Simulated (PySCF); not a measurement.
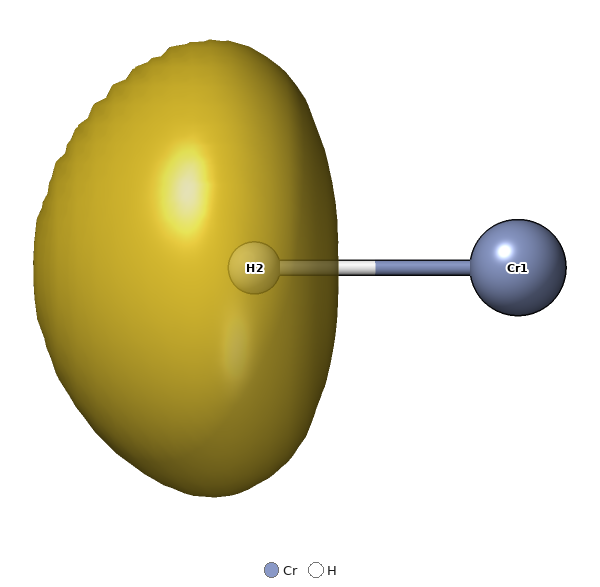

*CrH (sextet). Isosurface of the ELF at 0.75 (yellow), seen from one side. Only the valence region is drawn (cores and ρ < 0.01 e/Å³ removed).*

⟨S²⟩ = 8.81, above the pure value of 8.75.

Computed with PBE0/x2c-TZVPPall, spin-free X2C-1e, Gaussian nucleus, at a bond length of 1.653 Å (PySCF 2.14.0).

```tsv
atom	x (Å)	y (Å)	z (Å)
Cr	0.0000	0.0000	-0.0315
H	0.0000	0.0000	1.6215
```

Question: Where are the electrons localised?

Answer: The surface consists of one region around a hydrogen nucleus.

Values along the shortest contacts:
Cr–H (1.65 Å): the ELF climbs to about 1 towards the hydrogen.
